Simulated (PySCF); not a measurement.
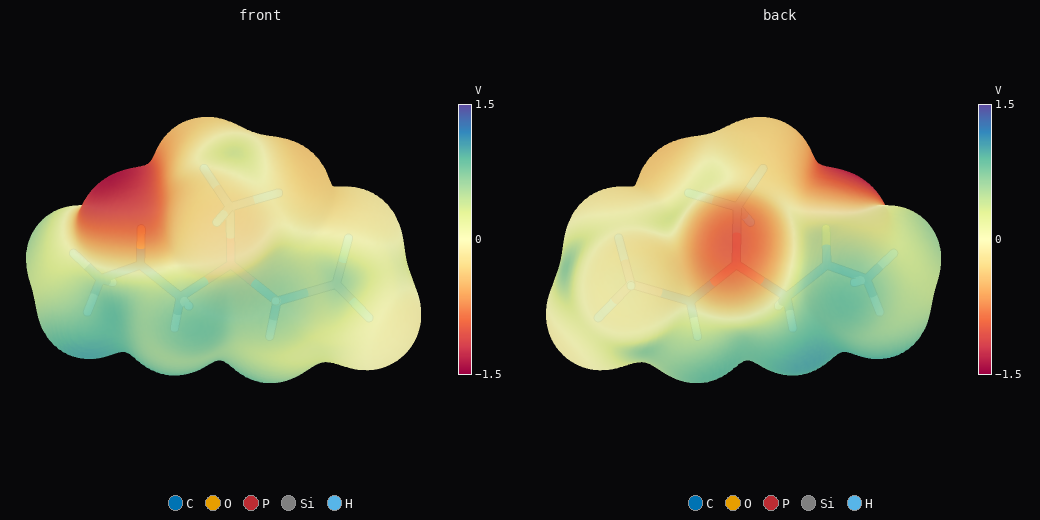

Figure. C$_{4}$H$_{13}$OPSi$_{2}$ (SMILES CC(=O)CP([SiH3])C[SiH3]). The molecular electrostatic potential painted on the density surface at 0.001 e/bohr³, seen from the front and from behind; red is negative and blue positive.

Geometry: GFN2-xTB.

Level of theory: PBE0/pcSseg-1, SCF density, gas phase, non-relativistic (PySCF 2.14.0).

```xyz
21

C    -3.4063    0.8460    0.0560
C    -2.1714    0.1752    0.5873
O    -1.9257    0.1072    1.7716
C    -1.2205   -0.3605   -0.4304
P     0.3985    0.5862   -0.2028
Si    0.7385   -0.0123    1.9463
C     1.5074   -0.6222   -1.0728
Si    3.2827    0.0422   -1.2554
H    -3.9715    0.1515   -0.5627
H    -3.1036    1.6849   -0.5690
H    -4.0272    1.2036    0.8733
H    -1.0137   -1.4162   -0.2360
H    -1.5851   -0.2355   -1.4518
H     0.3004   -1.3761    2.2408
H     2.2069   -0.0115    2.0733
H     0.2153    1.0295    2.8152
H     1.0867   -0.7712   -2.0709
H     1.4943   -1.5860   -0.5596
H     3.9130    0.2049    0.0532
H     3.2426    1.3212   -1.9631
H     4.0297   -0.9440   -2.0431
```

**Describe the electrostatic potential map.**

The most negative region (about −1.3 V) lies over O3, the most positive (about +1.0 V) over H9 and H13. O3 is the likeliest acceptor of a hydrogen bond.
